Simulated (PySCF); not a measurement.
# C2H3F3O (trifluoromethoxymethane): the cost of one run

Computed with PySCF 2.14.0 and routines of our own; the level stands in each step. Atoms count from 0.

## Step 1: The starting structure

9 atoms, charge 0, multiplicity 1; geometry from: GFN2-xTB.

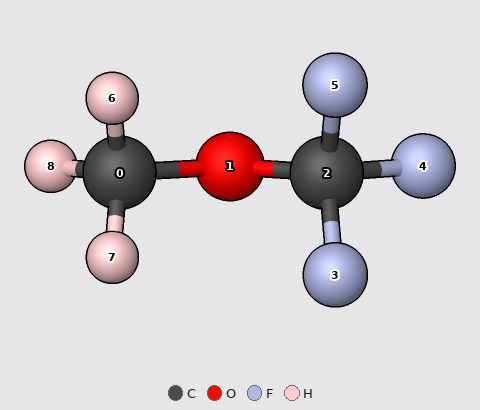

The starting geometry (carbon dark grey, oxygen red, fluorine light blue, hydrogen pink).

## Step 2: Relaxing the molecule at PBE0-D3(BJ)/def2-TZVP

What the job is given:

```
{"job": {"xc": "PBE0", "basis": "def2-TZVP", "d3": "d3bj", "grid": 2, "kind": "geom"}, "charge": 0, "multiplicity": 1}
C     -1.175806     0.039944    -0.230687
O      0.031678     0.795791    -0.066934
C      1.088721     0.090743     0.280078
F      1.419516    -0.864716    -0.611176
F      2.140923     0.886153     0.406622
F      0.944625    -0.563367     1.449640
H     -1.453274    -0.444799     0.707229
H     -1.056046    -0.705412    -1.019215
H     -1.926775     0.771656    -0.513497
```

Started as:

```console
$ OMP_NUM_THREADS=1 python excited_run.py task.json out
```

The driver reads the jobs from task.json and runs them one after another.

Q: Estimate the wall time and peak memory of this first job on 1 thread of Arm Neoverse V1, shared host.

About 94 s, with a peak of 0.82 GiB.
